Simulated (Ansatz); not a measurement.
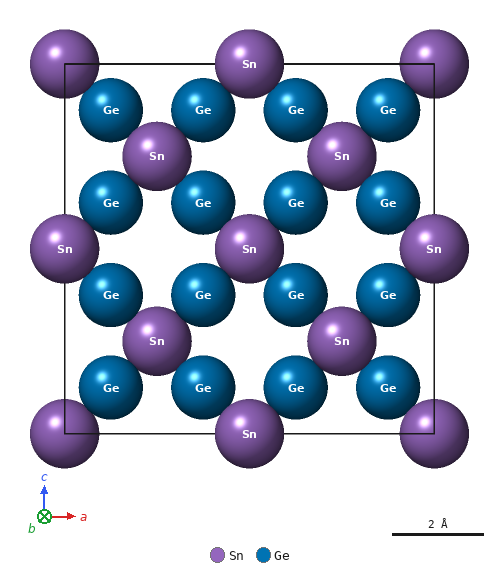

Solid SnGe₂ (a generated structure, set up in Fd-3m), before the relaxation. A spheres-only model of the conventional cell (4 times the calculation's cell), seen along the b axis. Lengths and directions refer to the drawn axes.

Level of theory: DFT PBE, scalar-relativistic, plane waves, PAW (Ansatz).

The input:
```yaml
crystal:
  lattice:
    - [0.0, 4.08694191, 4.08694191]
    - [4.08694191, 0.0, 4.08694191]
    - [4.08694191, 4.08694191, 0.0]
  atoms:
    - { symbol: Sn, position: [0.5, 0.5, 0.5] }
    - { symbol: Sn, position: [0.75, 0.75, 0.75] }
    - { symbol: Ge, position: [0.125, 0.125, 0.125] }
    - { symbol: Ge, position: [0.625, 0.125, 0.125] }
    - { symbol: Ge, position: [0.125, 0.125, 0.625] }
    - { symbol: Ge, position: [0.125, 0.625, 0.125] }
basis:
  ecutwfc: 420
kpoints:
  mp_grid: { grid: [8, 8, 8] }
hamiltonian:
  xc: pbe
scf:
  occupations: { method: gaussian, width: 0.1 }
output:
  forces: true
  stress: true
  eigenvalues: true
relax:
  adjacent_minimum: "off"
  f_tol: 0.01
  max_steps: 80
  cell: { stress_tol: 0.05 }
```

Launched with:
```bash
ansatz run input.yaml --threads 1 --pin off --max-ram 2560MiB --backend cpu --events-out ev --progress --plain --runs-dir out
```

What does the optimiser find from here?

No atom moves by more than 0.005 Å relative to the cell. The drawn cell changes as follows: a = b = c 8.174 → 8.125 Å (−0.6 %); the volume changes by −1.8 %. Some distances before and after: Sn1–Sn2 3.539 → 3.518 Å, Sn1–Ge3 3.389 → 3.369 Å, Ge3–Ge4 2.890 → 2.873 Å. The space group stays Fd-3m (No. 227). The energy falls by 1.2 meV per atom in 2 accepted moves (3 points after the start). All forces vanish by symmetry, so only the cell relaxes. The pressure goes from −0.97 to −0.01 GPa. The SCF was repeated once at an unchanged geometry on a basis and grid sized afresh for the cell, which shifted the energy by 0.1 meV per atom at most. Cost: 77 s on 1 thread of Intel(R) Xeon(R) Processor @ 2.50GHz (Skylake/Cascade Lake), on a shared host, peak memory 0.52 GiB.

The structure at the end:

```
Sn Ge
1.0
     0.00000    4.06262    4.06262
     4.06262    0.00000    4.06262
     4.06262    4.06262    0.00000
Sn Ge
2 4
Direct
  0.50000 0.50000 0.50000
  0.75000 0.75000 0.75000
  0.12500 0.12500 0.12500
  0.62500 0.12500 0.12500
  0.12500 0.12500 0.62500
  0.12500 0.62500 0.12500
```
